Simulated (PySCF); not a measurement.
C₆H₁₄O₂Si

```xyz
23

C     0.0699    2.3186    1.1884
C    -0.4811    1.0989    0.4690
C    -1.1989    0.0952    1.3886
C    -1.0802   -1.2830    0.7045
C    -0.2619   -1.0476   -0.5753
C     0.5427    0.2289   -0.2864
Si    2.1492   -0.1269    0.6076
O     1.7906   -0.6357    2.1514
O     2.9801   -1.3678   -0.1405
H    -0.7396    2.8967    1.6608
H     0.7697    2.0253    1.9887
H     0.6026    2.9936    0.4999
H    -1.2094    1.4459   -0.2882
H    -2.2418    0.3967    1.5718
H    -0.6910    0.0725    2.3647
H    -2.0591   -1.7326    0.4801
H    -0.5515   -1.9834    1.3676
H     0.3657   -1.9082   -0.8536
H    -0.9375   -0.8547   -1.4264
H     0.8591    0.7217   -1.2254
H     3.0551    1.0678    0.6211
H     2.5073   -1.0670    2.6264
H     3.7365   -1.1185   -0.6768
```

Geometry: PBE0-D3(BJ)/def2-SVP.

Level of theory: PBE0/pcSseg-1, SCF density, gas phase, non-relativistic (PySCF 2.14.0).

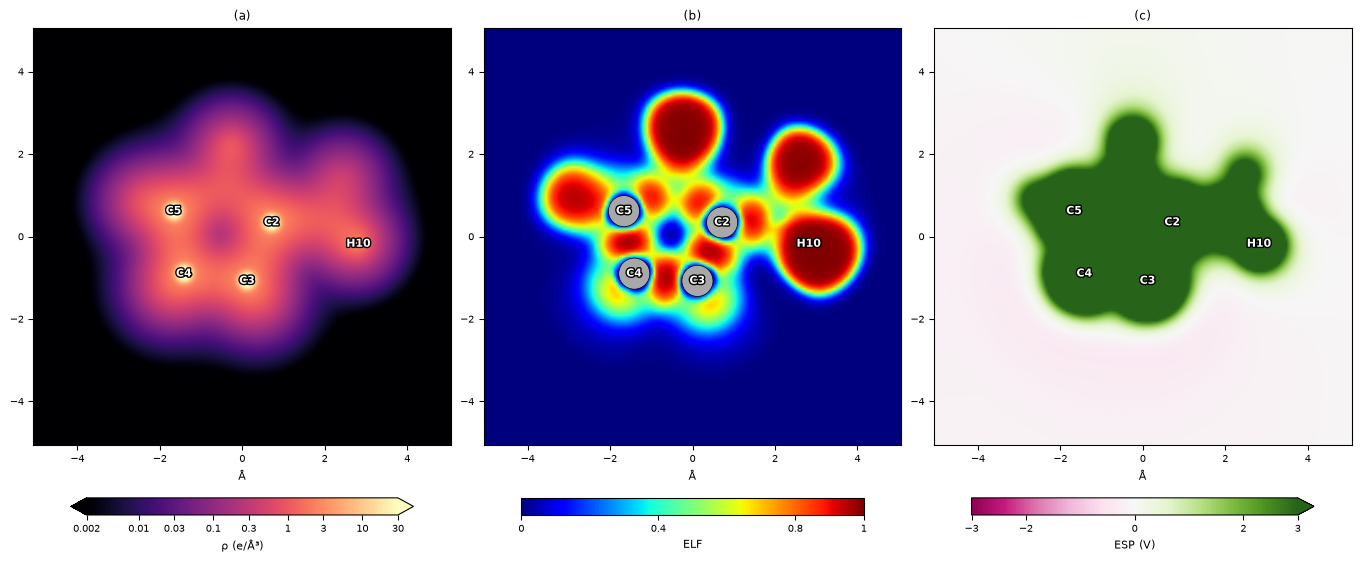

Figure 1. (a) total electron density; (b) electron localisation function; (c) molecular electrostatic potential on the plane of atoms C3, C4 and C5. Grey discs cover the atomic cores in the ELF map.

**What does the map show?**

- Atoms in the plane: C and H.
- C–C (1.54 Å): ρ is about 1.6 e/Å³ halfway; the ELF peaks at about 0.95 between the atoms; localised, covalent bonding.
- Outside the dense part of the molecule the potential is most negative (−0.3 V) near H14, which lies off the plane.

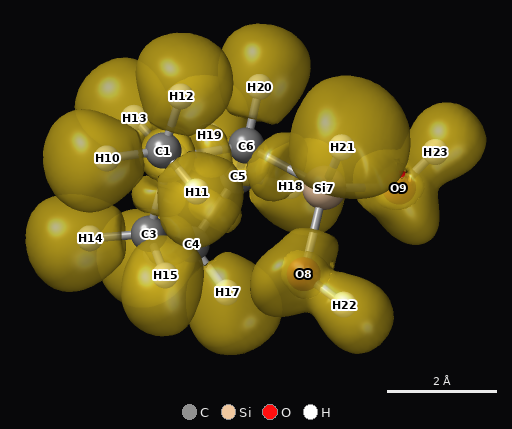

Figure 2. Isosurface of the ELF at 0.75 (yellow), seen from one side. Core shells and regions of very low density are left out.

**What do the ELF domains correspond to?**

The surface consists of six regions between bonded C–C atoms (shared pairs), one region between bonded C–Si atoms (shared pairs), twelve regions around hydrogen nuclei and two joined regions spread over several atoms (H, O), in which their bonds and any lone pairs are merged. Profiles from the grid: C–C (1.52 Å): the ELF peaks at about 0.95 between the atoms (localised, covalent bonding). Si–O (1.66 Å): the ELF peaks at about 0.85 between the atoms; a shared but strongly polarised pair.

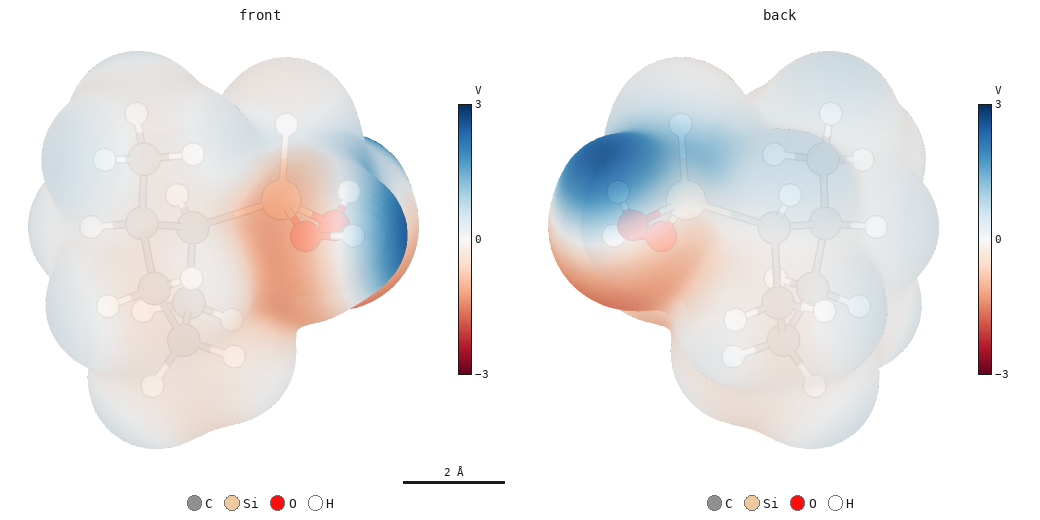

Figure 3. The molecular electrostatic potential painted on the density surface at 0.002 e/bohr³, seen from the front and from behind; red is negative and blue positive.

**Which sites attract a positive test charge, and which a negative one?**

A positive charge is drawn to the negative regions and a negative charge to the positive ones. The most negative region (about −1.5 V) lies over O9, the most positive (about +2.4 V) over H22 and H23. O9 is the likeliest acceptor of a hydrogen bond.

**What dipole moment does the calculation give?**

Its dipole moment is 1.77 D.
